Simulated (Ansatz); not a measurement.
# AlPH (quartet): correlated methods under varied settings at distance Al1–H3 = 1.459 Å

What do other methods and options give for AlPH (quartet) at this geometry, and how long do they take?

Program: Ansatz 0.2.0, Gaussian basis. Level of theory: the settings change from run to run. These are calculated values, not measurements.

18 further runs of the same task are left out: 14 that didn't finish, 4 set aside as unsound or not needed.

### Step 1. What is computed

The geometry derives from a PBE0/def2-TZVP stationary point (not a proven minimum). One bond is set to the value named and the two fragments are kept rigid.

3 atoms, charge 0, spin multiplicity 4.

Atoms are counted from 1 here; the program's logs count them from 0.

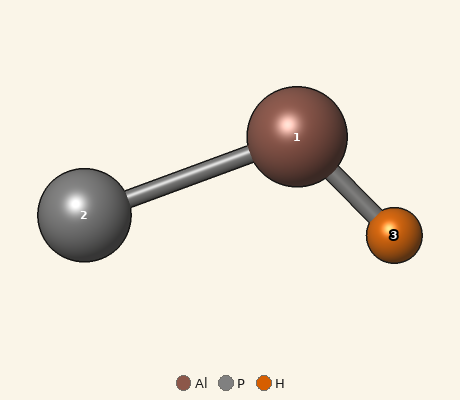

The geometry (aluminium brown, phosphorus grey, hydrogen orange); atoms are numbered from 1 in the order of the file.

### Step 2. BCCD(T) on UHF/6-31G

File in.yaml:

```yaml
crystal:
  periodic: [false, false, false]
  atoms:
    - {symbol: Al, position_ang: [0.000000, -0.105360, 1.238962]}
    - {symbol: P, position_ang: [0.000000, 0.053345, -1.141987]}
    - {symbol: H, position_ang: [0.000000, 1.181096, 1.927230]}
basis:
  gaussian: {orbitals: 6-31G, fitting: {mean_field: def2-universal-jkfit}}
magnetization: {spin_polarized: true, initial_magnetization: 3}
correlation: {method: bccd_t, electrons: valence}
output: {forces: true}
```

The run is started by

```console
ansatz run in.yaml --threads 1 --pin off --events-out ev --progress --plain --max-ram 2393MiB
```

What it wrote, cut to the lines that bear on the results:

```text
Functional definition: HF
  name "HF"
  cite "Fock, Z. Phys. 61, 126 (1930) doi:10.1007/BF01340294"
  parent pbe
[...]
274 factors; integrals over basis functions are off by at most 7.7e-2 eV
[...]
mean field -15867.30111391 eV, -583.1125606931 hartree, gradient 2.8e-6 eV, S^2 3.763910; 7 other end points of the search recorded, 0 dependent functions left out
determinant -15867.30111391 eV, -583.1125606931 hartree, with singles and doubles -15869.04556173 eV, -583.1766679680 hartree
determinant -15865.72644258 eV, -583.0546925891 hartree, with singles and doubles -15867.66027520 eV, -583.1257596273 hartree
determinant -15865.42249040 eV, -583.0435225527 hartree, with singles and doubles -15867.25309256 eV, -583.1107959413 hartree
determinant -15865.27903344 eV, -583.0382506067 hartree, with singles and doubles -15867.36118236 eV, -583.1147681679 hartree
10 core orbitals not correlated: weight in the atoms' cores, before any rotation towards them, 1.000 or more for the frozen orbitals, at most 0.000 for the correlated occupied ones
reference -15867.30111391 eV, -583.1125606931 hartree; 6, 3 occupied and 12, 15 virtual orbitals, 274 factors
second order -1.25415669 eV of doubles, -0.00000000 eV of singles
cycle   1  -1.74108611 eV  change    3.4e-3 eV  update   7.4e-3
[...]
cycle  13  -1.73774321 eV  change   -1.1e-7 eV  update   3.5e-7
perturbative correction -0.04096050 eV, -0.0015052708 hartree
[...]
Total energy: -15869.07981762 eV, -583.1779268489 hartree
Atom 0 at     0.000000    -0.105360     1.238962 Å, force    -0.000000    -2.782121    -0.368795 eV/Å
Atom 1 at     0.000000     0.053345    -1.141987 Å, force    -0.000000     0.068280    -1.091411 eV/Å
Atom 2 at     0.000000     1.181096     1.927230 Å, force     0.000000     2.713841     1.460205 eV/Å
Dipole moment:    -0.000000    -0.077187     0.282572 e Å
```

Wall time 1.3 s (1 thread of Arm Neoverse V2, shared host).

From the report: ⟨S²⟩ of the determinant 3.764 (pure quartet: 3.75); correlation -1.7787 eV; largest double amplitude 0.04.

### Step 3. BCCD(T) on UHF/6-31G

in.yaml, as its differences from that of step 2:

```diff
@@ -7,5 +7,7 @@
 basis:
-  gaussian: {orbitals: 6-31G, fitting: {mean_field: def2-universal-jkfit}}
+  gaussian: {orbitals: 6-31G}
 magnetization: {spin_polarized: true, initial_magnetization: 3}
 correlation: {method: bccd_t, electrons: valence}
+accuracy: high
+scf: {lower_state_search: off}
 output: {forces: true}
```

Same command.

What it wrote, cut to the lines that bear on the results:

```text
Functional definition: HF
  name "HF"
  cite "Fock, Z. Phys. 61, 126 (1930) doi:10.1007/BF01340294"
  parent pbe
[...]
581 factors; integrals over basis functions are off by at most 2.8e-9 eV
[...]
mean field -15867.30150609 eV, -583.1125751056 hartree, gradient 2.4e-8 eV, S^2 3.763907; 0 other end points of the search recorded, 0 dependent functions left out
10 core orbitals not correlated: weight in the atoms' cores, before any rotation towards them, 1.000 or more for the frozen orbitals, at most 0.000 for the correlated occupied ones
reference -15867.30150609 eV, -583.1125751056 hartree; 6, 3 occupied and 12, 15 virtual orbitals, 581 factors
second order -1.25509774 eV of doubles, -0.00000000 eV of singles
cycle   1  -1.56635809 eV  change   -3.1e-1 eV  update   6.0e-2
[...]
cycle  27  -1.73753011 eV  change   1.1e-10 eV  update  7.7e-10
perturbative correction -0.04096149 eV, -0.0015053070 hartree
[...]
Total energy: -15869.07999769 eV, -583.1779334663 hartree
Atom 0 at     0.000000    -0.105360     1.238962 Å, force    -0.000000    -2.780224    -0.367709 eV/Å
Atom 1 at     0.000000     0.053345    -1.141987 Å, force     0.000000     0.068288    -1.091469 eV/Å
Atom 2 at     0.000000     1.181096     1.927230 Å, force     0.000000     2.711935     1.459178 eV/Å
Dipole moment:    -0.000000    -0.077132     0.282628 e Å
Checks for a lower state left out: starts, cluster_reference, orbital_swaps, neighbouring_geometries, increment
```

Wall time 1.5 s (1 thread of Arm Neoverse V2, shared host).

From the report: ⟨S²⟩ of the determinant 3.764 (pure quartet: 3.75); correlation -1.7785 eV; largest double amplitude 0.04.

### Step 4. CCSD on ROHF/6-31G

File in.yaml:

```yaml
crystal:
  periodic: [false, false, false]
  atoms:
    - {symbol: Al, position_ang: [0.000000, -0.105360, 1.238962]}
    - {symbol: P, position_ang: [0.000000, 0.053345, -1.141987]}
    - {symbol: H, position_ang: [0.000000, 1.181096, 1.927230]}
basis:
  gaussian: {orbitals: 6-31G}
magnetization: {spin_polarized: false, initial_magnetization: 3}
correlation: {method: ccsd, electrons: outside_noble_gas}
```

Same command.

What it wrote, cut to the lines that bear on the results:

```text
Functional definition: HF
  name "HF"
  cite "Fock, Z. Phys. 61, 126 (1930) doi:10.1007/BF01340294"
  parent pbe
[...]
310 factors; integrals over basis functions are off by at most 1.4e-4 eV
[...]
mean field -15867.23261121 eV, -583.1100432654 hartree, gradient 1.9e-6 eV, S^2 3.750000; 5 other end points of the search recorded, 0 dependent functions left out
[...]
determinant -15867.23261121 eV, -583.1100432654 hartree, with singles and doubles -15869.04352483 eV, -583.1765931136 hartree
determinant -15865.65935498 eV, -583.0522271652 hartree, with singles and doubles -15867.65774055 eV, -583.1256664806 hartree
determinant -15865.34381852 eV, -583.0406314142 hartree, with singles and doubles -15867.24325433 eV, -583.1104343929 hartree
determinant -15865.17256490 eV, -583.0343379599 hartree, with singles and doubles -15867.36809695 eV, -583.1150222746 hartree
10 core orbitals not correlated: weight in the atoms' cores, before any rotation towards them, 1.000 or more for the frozen orbitals, at most 0.000 for the correlated occupied ones
reference -15867.23261121 eV, -583.1100432654 hartree; 6, 3 occupied and 12, 15 virtual orbitals, 310 factors
second order -1.27863188 eV of doubles, -0.03558208 eV of singles
cycle   1  -1.81087438 eV  change    3.9e-5 eV  update   1.6e-3
[...]
cycle   9  -1.81124819 eV  change    8.3e-7 eV  update   2.1e-6
Total energy: -15869.04385940 eV, -583.1766054086 hartree
```

Wall time 0.66 s (1 thread of Arm Neoverse V2, shared host).

From the report: correlation -1.8112 eV; T1 0.026; largest double amplitude 0.04.

### Step 5. CCSDT on UHF/STO-3G

File in.yaml:

```yaml
crystal:
  periodic: [false, false, false]
  atoms:
    - {symbol: Al, position_ang: [0.000000, -0.105360, 1.238962]}
    - {symbol: P, position_ang: [0.000000, 0.053345, -1.141987]}
    - {symbol: H, position_ang: [0.000000, 1.181096, 1.927230]}
basis:
  gaussian: {orbitals: STO-3G}
magnetization: {spin_polarized: true, initial_magnetization: 3}
correlation: {method: ccsdt, electrons: outside_noble_gas}
```

The command is unchanged.

What it wrote, cut to the lines that bear on the results:

```text
Functional definition: HF
  name "HF"
  cite "Fock, Z. Phys. 61, 126 (1930) doi:10.1007/BF01340294"
  parent pbe
[...]
308 factors; integrals over basis functions are off by at most 2.7e-8 eV
[...]
mean field -15684.72271458 eV, -576.4029282741 hartree, gradient 8.9e-6 eV, S^2 3.788211; 2 other end points of the search recorded, 0 dependent functions left out
determinant -15684.72271458 eV, -576.4029282741 hartree, with singles and doubles -15685.77424312 eV, -576.4415712349 hartree
determinant -15681.45883756 eV, -576.2829830056 hartree, with singles and doubles -15682.68305142 eV, -576.3279720353 hartree
determinant -15681.22853862 eV, -576.2745196758 hartree, with singles and doubles -15682.35218580 eV, -576.3158129479 hartree
10 core orbitals not correlated: weight in the atoms' cores, before any rotation towards them, 1.000 or more for the frozen orbitals, at most 0.000 for the correlated occupied ones
reference -15684.72271458 eV, -576.4029282741 hartree; 6, 3 occupied and 3, 6 virtual orbitals, 308 factors
second order -0.65182902 eV of doubles, -0.00000000 eV of singles
cycle   1  -0.86793521 eV  change   -2.2e-1 eV  update   5.4e-2
[...]
cycle  16  -1.07703988 eV  change    3.9e-7 eV  update   3.3e-7
Total energy: -15685.79975447 eV, -576.4425087598 hartree
```

It took 0.57 s on 1 thread of Arm Neoverse V2, shared host.

From the report: ⟨S²⟩ of the determinant 3.788 (pure quartet: 3.75); correlation -1.0770 eV; T1 0.015; largest double amplitude 0.06.

### Step 6. BCCD(T) on ROHF/cc-pVDZ

File in.yaml:

```yaml
crystal:
  periodic: [false, false, false]
  atoms:
    - {symbol: Al, position_ang: [0.000000, -0.105360, 1.238962]}
    - {symbol: P, position_ang: [0.000000, 0.053345, -1.141987]}
    - {symbol: H, position_ang: [0.000000, 1.181096, 1.927230]}
basis:
  gaussian: {orbitals: cc-pVDZ}
magnetization: {spin_polarized: false, initial_magnetization: 3}
hamiltonian: {pseudopotentials: {relativity: none}}
correlation: {method: bccd_t, electrons: valence}
output: {forces: true}
```

Launched as before.

What it wrote, cut to the lines that bear on the results:

```text
Functional definition: HF
  name "HF"
  cite "Fock, Z. Phys. 61, 126 (1930) doi:10.1007/BF01340294"
  parent pbe
[...]
416 factors; integrals over basis functions are off by at most 8.9e-4 eV
[...]
mean field -15869.00931373 eV, -583.1753358787 hartree, gradient 8.4e-6 eV, S^2 3.750000; 5 other end points of the search recorded, 0 dependent functions left out
determinant -15869.00931373 eV, -583.1753358787 hartree, with singles and doubles -15873.25780276 eV, -583.3314649709 hartree
determinant -15867.34933823 eV, -583.1143329042 hartree, with singles and doubles -15871.70183526 eV, -583.2742842201 hartree
determinant -15867.03569420 eV, -583.1028066988 hartree, with singles and doubles -15871.37229689 eV, -583.2621739081 hartree
determinant -15866.79525718 eV, -583.0939708012 hartree, with singles and doubles -15871.38647382 eV, -583.2626949007 hartree
10 core orbitals not correlated: weight in the atoms' cores, before any rotation towards them, 1.000 or more for the frozen orbitals, at most 0.000 for the correlated occupied ones
reference -15869.00931373 eV, -583.1753358787 hartree; 6, 3 occupied and 25, 28 virtual orbitals, 416 factors
second order -3.31313332 eV of doubles, -0.08812649 eV of singles
cycle   1  -4.25203448 eV  change   -3.5e-3 eV  update   7.0e-3
[...]
cycle  14  -4.25059615 eV  change   -6.4e-8 eV  update   3.1e-7
perturbative correction -0.11312761 eV, -0.0041573631 hartree
[...]
Total energy: -15873.37303750 eV, -583.3356997694 hartree
Atom 0 at     0.000000    -0.105360     1.238962 Å, force    -0.000000    -2.241527    -0.771936 eV/Å
Atom 1 at     0.000000     0.053345    -1.141987 Å, force    -0.000000     0.016330    -0.442996 eV/Å
Atom 2 at     0.000000     1.181096     1.927230 Å, force    -0.000000     2.225197     1.214933 eV/Å
Dipole moment:    -0.000000    -0.057334     0.130498 e Å
```

It took 2.8 s on 1 thread of Arm Neoverse V2, shared host.

From the report: correlation -4.3637 eV; largest double amplitude 0.04.

### Step 7. CCSDTQ on UHF/STO-3G

File in.yaml:

```yaml
crystal:
  periodic: [false, false, false]
  atoms:
    - {symbol: Al, position_ang: [0.000000, -0.105360, 1.238962]}
    - {symbol: P, position_ang: [0.000000, 0.053345, -1.141987]}
    - {symbol: H, position_ang: [0.000000, 1.181096, 1.927230]}
basis:
  gaussian: {orbitals: STO-3G}
magnetization: {spin_polarized: true, initial_magnetization: 3}
correlation: {method: ccsdtq, electrons: outside_noble_gas}
scf: {lower_state_search: full}
```

Launched as before.

What it wrote, cut to the lines that bear on the results:

```text
Functional definition: HF
  name "HF"
  cite "Fock, Z. Phys. 61, 126 (1930) doi:10.1007/BF01340294"
  parent pbe
[...]
308 factors; integrals over basis functions are off by at most 2.7e-8 eV
[...]
mean field -15684.72271458 eV, -576.4029282741 hartree, gradient 8.9e-6 eV, S^2 3.788211; 6 other end points of the search recorded, 0 dependent functions left out
determinant -15684.72271458 eV, -576.4029282741 hartree, with singles and doubles -15685.77424312 eV, -576.4415712349 hartree
determinant -15681.45883756 eV, -576.2829830056 hartree, with singles and doubles -15682.68305142 eV, -576.3279720353 hartree
determinant -15681.22853862 eV, -576.2745196758 hartree, with singles and doubles -15682.35218580 eV, -576.3158129479 hartree
10 core orbitals not correlated: weight in the atoms' cores, before any rotation towards them, 1.000 or more for the frozen orbitals, at most 0.000 for the correlated occupied ones
reference -15684.72271458 eV, -576.4029282741 hartree; 6, 3 occupied and 3, 6 virtual orbitals, 308 factors
second order -0.65182902 eV of doubles, -0.00000000 eV of singles
cycle   1  -0.86793518 eV  change   -2.2e-1 eV  update   5.4e-2
[...]
cycle  17  -1.07702306 eV  change    4.1e-7 eV  update   6.8e-7
Total energy: -15685.79973764 eV, -576.4425081414 hartree
```

Run time: 8.5 s. Hardware: 1 thread of Arm Neoverse V2, shared host.

From the report: ⟨S²⟩ of the determinant 3.788 (pure quartet: 3.75); correlation -1.0770 eV; T1 0.015; largest double amplitude 0.06.

### Step 8. NEVPT2(7,5)/cc-pVDZ

File in.yaml:

```yaml
crystal:
  periodic: [false, false, false]
  atoms:
    - {symbol: Al, position_ang: [0.000000, -0.105360, 1.238962]}
    - {symbol: P, position_ang: [0.000000, 0.053345, -1.141987]}
    - {symbol: H, position_ang: [0.000000, 1.181096, 1.927230]}
basis:
  gaussian: {orbitals: cc-pVDZ, point_charges: [{charge: -0.50, position_ang: [4.601, -0.556, 0.829]}]}
magnetization: {spin_polarized: false, initial_magnetization: 3}
correlation: {method: sc_nevpt2, electrons: all, active_space: {window: {electrons: 7, orbitals: 5}}}
output: {forces: true}
```

The command is unchanged.

What it wrote, cut to the lines that bear on the results:

```text
Functional definition: HF
  name "HF"
  cite "Fock, Z. Phys. 61, 126 (1930) doi:10.1007/BF01340294"
  parent pbe
[...]
416 factors; integrals over basis functions are off by at most 8.7e-4 eV
[...]
mean field -15869.13332206 eV, -583.1798931008 hartree, gradient 8.7e-6 eV, S^2 3.750000; 2 other end points of the search recorded, 0 dependent functions left out
reference -15869.13332206 eV, -583.1798931008 hartree; 16, 13 occupied and 25, 28 virtual orbitals, 416 factors
state -15869.13485693 eV, -583.1799495063 hartree
state -15869.13485693 eV, -583.1799495063 hartree; corrected -15872.67050356 eV, -583.3098821232 hartree
WARN: 2 active orbitals are nearly empty or full. The corrections depend on them more than the energy does, and are more stable in an active space without them
[...]
WARN: the results are in doubt because close orbitals or states may skew the forces
Total energy: -15872.67050356 eV, -583.3098821232 hartree
Atom 0 at     0.000000    -0.105360     1.238962 Å, force     0.072537    -2.379945    -1.045185 eV/Å
Atom 1 at     0.000000     0.053345    -1.141987 Å, force    -0.011825     0.066578    -0.091383 eV/Å
Atom 2 at     0.000000     1.181096     1.927230 Å, force     0.010653     2.303807     1.122497 eV/Å
Dipole moment:     0.122679    -0.099469     0.226780 e Å
In doubt: close orbitals or states may skew the forces
```

Run time: 1.2 s. Hardware: 1 thread of Arm Neoverse V2, shared host.

From the report: 10 determinants; active occupations 2.00, 2.00, 1.00, 1.00, 1.00. The program marks this result as in doubt; its last lines say why.

### Step 9. CCSDT(Q)/def2-SVP

File in.yaml:

```yaml
crystal:
  periodic: [false, false, false]
  atoms:
    - {symbol: Al, position_ang: [0.000000, -0.105360, 1.238962]}
    - {symbol: P, position_ang: [0.000000, 0.053345, -1.141987]}
    - {symbol: H, position_ang: [0.000000, 1.181096, 1.927230]}
basis:
  gaussian: {orbitals: def2-SVP}
magnetization: {spin_polarized: false, initial_magnetization: 3}
hamiltonian: {xc: {name: PBE}}
correlation: {method: ccsdt_q, electrons: valence}
accuracy: high
scf: {lower_state_search: off}
```

The command is unchanged.

What it wrote, cut to the lines that bear on the results:

```text
Functional definition: PBE
  name "PBE"
  cite "Perdew, Burke & Ernzerhof, Phys. Rev. Lett. 77, 3865 (1996) doi:10.1103/PhysRevLett.77.3865"
  parent pbe
[...]
705 factors; integrals over basis functions are off by at most 3.9e-9 eV
[...]
mean field -15885.51518755 eV, -583.7819155537 hartree, gradient 2.0e-8 eV, S^2 3.750000; 0 other end points of the search recorded, 0 dependent functions left out
10 core orbitals not correlated: weight in the atoms' cores, before any rotation towards them, 1.000 or more for the frozen orbitals, at most 0.000 for the correlated occupied ones
reference -15863.38080457 eV, -582.9684919821 hartree; 6, 3 occupied and 25, 28 virtual orbitals, 705 factors
second order -3.46913752 eV of doubles, -0.28556897 eV of singles
cycle   1  -4.24481630 eV  change   -4.9e-1 eV  update   6.7e-2
[...]
cycle  32  -4.58384359 eV  change   1.4e-10 eV  update  7.5e-10
perturbative correction -0.00690041 eV, -0.0002535853 hartree
Total energy: -15867.97154857 eV, -583.1371987124 hartree
Checks for a lower state left out: stability, starts, cluster_reference, orbital_swaps, neighbouring_geometries, increment
```

Run time: 12 s. Hardware: 1 thread of Arm Neoverse V2, shared host; peak memory 0.25 GiB.

From the report: correlation -4.5907 eV; T1 0.027; largest double amplitude 0.05. The orbitals are Kohn-Sham ones, so correlation energy and T1 don't compare with those on Hartree-Fock orbitals.

### Step 10. CASSCF(9,8)/6-31G

File in.yaml:

```yaml
crystal:
  periodic: [false, false, false]
  atoms:
    - {symbol: Al, position_ang: [0.000000, -0.105360, 1.238962]}
    - {symbol: P, position_ang: [0.000000, 0.053345, -1.141987]}
    - {symbol: H, position_ang: [0.000000, 1.181096, 1.927230]}
basis:
  gaussian: {orbitals: 6-31G}
magnetization: {spin_polarized: false, initial_magnetization: 3}
correlation: {active_space: {window: {electrons: 9, orbitals: 8}}}
```

The command is unchanged.

What it wrote:

```text
Functional definition: HF
  name "HF"
  cite "Fock, Z. Phys. 61, 126 (1930) doi:10.1007/BF01340294"
  parent pbe
  exchange = exact_x
  correlation = 0
310 factors; integrals over basis functions are off by at most 1.4e-4 eV
mean field evaluation 1: about -15866.5903 eV, gradient 6.2e0 eV
mean field evaluation 2: about -15866.5941 eV, gradient 6.2e0 eV
mean field evaluation 4: about -15867.2186 eV, gradient 6.7e-1 eV
mean field evaluation 8: about -15867.2326 eV, gradient 1.0e-2 eV
mean field evaluation 16: about -15866.3620 eV, gradient 2.9e0 eV
mean field -15867.23261121 eV, -583.1100432654 hartree, gradient 1.9e-6 eV, S^2 3.750000; 2 other end points of the search recorded, 0 dependent functions left out
reference -15867.23261121 eV, -583.1100432654 hartree; 16, 13 occupied and 12, 15 virtual orbitals, 310 factors
state -15868.01809017 eV, -583.1389090849 hartree
Total energy: -15868.01809017 eV, -583.1389090849 hartree
```

Run time: 2.4 s. Hardware: 1 thread of Arm Neoverse V2, shared host.

From the report: 1,568 determinants; active occupations 2.00, 1.98, 1.97, 1.00, 1.00, 1.00, 0.03, 0.02.

### Step 11. The runs in one table

Where basis and cores are those of an earlier FCI/6-31G run (-15869.0973 eV), and the state is the same kind, the miss against it is given. † marks a result that the program doubts.

```
                                        level         correlated  functions  energy (eV)  from FCI (meV)    time
                         BCCD(T) on UHF/6-31G            valence         28  -15869.0798            17.5   1.3 s
                         BCCD(T) on UHF/6-31G            valence         28  -15869.0800            17.3   1.5 s
                           CCSD on ROHF/6-31G  outside noble gas         28  -15869.0439            53.4  0.66 s
                          CCSDT on UHF/STO-3G  outside noble gas         19  -15685.7998                  0.57 s
                      BCCD(T) on ROHF/cc-pVDZ            valence         41  -15873.3730                   2.8 s
                         CCSDTQ on UHF/STO-3G  outside noble gas         19  -15685.7997                   8.5 s
NEVPT2(7,5)/cc-pVDZ (beside a point charge) †                all         41  -15872.6705                   1.2 s
          CCSDT(Q)/def2-SVP (on PBE orbitals)            valence         41  -15867.9715                    12 s
                            CASSCF(9,8)/6-31G                            28  -15868.0181          1079.2   2.4 s
```

### Step 12. What came out

```
quantity                                      value
    runs                                          9
quickest                CCSDT on UHF/STO-3G, 0.57 s
 slowest  CCSDT(Q)/def2-SVP (on PBE orbitals), 12 s
```

**Reading.** Total energies in different bases, with other cores or another treatment of relativity can't be set against each other. CCSDT(Q)/def2-SVP (on PBE orbitals) took 21 times as long as CCSDT on UHF/STO-3G; the jobs differ in more than the method. Among the correlated runs with a miss given, it spans +17 to +53 meV. Hartree-Fock, CASSCF and CASCI lack dynamic correlation by design.
